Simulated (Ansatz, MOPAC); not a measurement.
How methods differ on C7H16 (SMILES CC(C)CC(C)C)

C7H16: 23 atoms, total charge 0, spin state singlet. As SMILES, `CC(C)CC(C)C`. The shape is that of a PBE0-D4/def2-TZVP optimisation. This is one conformer, not always the lowest.

Each level gives the atomisation enthalpy at 298 K (kJ/mol). The values are calculated. The thermal term (zero-point and 298 K enthalpy, harmonic and unscaled) is that of HF/3-21G; the spin-orbit lowering of the free atoms at 298 K, 0.1 kJ/mol by their spectra, is taken off. NDDO methods give heats of formation directly, which measured atomic heats turn into atomisation enthalpies; they were fitted to such heats, often of this very molecule.

**What was measured.** CRC Handbook of Chemistry and Physics gives the atomisation enthalpy at 298 K of the gas as 8708 kJ/mol.

```json
{"level": "PM6", "kind": "semi-empirical", "program": "MOPAC", "value (kJ/mol)": "8677", "computed − measured": "-31"}
{"level": "PM6-D3H4", "kind": "semi-empirical", "program": "MOPAC", "value (kJ/mol)": "8576", "computed − measured": "-132"}
{"level": "PM7", "kind": "semi-empirical", "program": "MOPAC", "value (kJ/mol)": "8684", "computed − measured": "-24"}
{"level": "RM1", "kind": "semi-empirical", "program": "MOPAC", "value (kJ/mol)": "8683", "computed − measured": "-25"}
{"level": "HF/MINI", "kind": "Hartree–Fock", "program": "Ansatz", "value (kJ/mol)": "4698", "computed − measured": "-4010"}
{"level": "HF/LANL2DZ", "kind": "Hartree–Fock", "program": "Ansatz", "value (kJ/mol)": "6204", "computed − measured": "-2504"}
{"level": "HF/MIDI", "kind": "Hartree–Fock", "program": "Ansatz", "value (kJ/mol)": "6123", "computed − measured": "-2585"}
{"level": "HF/def2-mTZVP", "kind": "Hartree–Fock", "program": "Ansatz", "value (kJ/mol)": "6396", "computed − measured": "-2312"}
{"level": "HF/def2-mTZVPP", "kind": "Hartree–Fock", "program": "Ansatz", "value (kJ/mol)": "6539", "computed − measured": "-2169"}
{"level": "HF/def2-TZVP", "kind": "Hartree–Fock", "program": "Ansatz", "value (kJ/mol)": "6469", "computed − measured": "-2239"}
```

Nearest: PM7 (-24 kJ/mol); farthest: HF/MINI (-4010 kJ/mol). Computed less measured by kind, in kJ/mol (LANL2DZ rows): semi-empirical -132 to -24; Hartree–Fock -2504. Without the sets that lack polarisation functions the rows with a basis span only 6396 to 6539 kJ/mol.

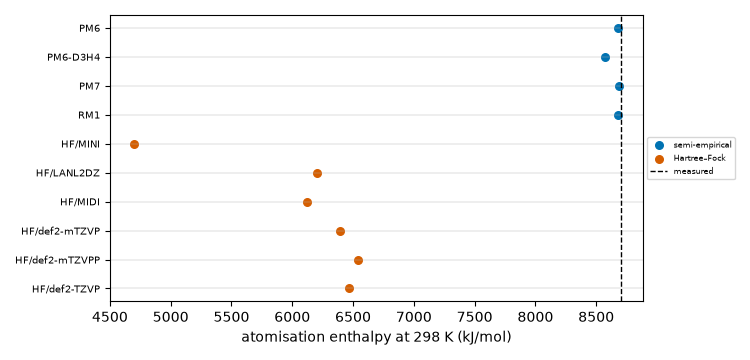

The values of the table, level by level.
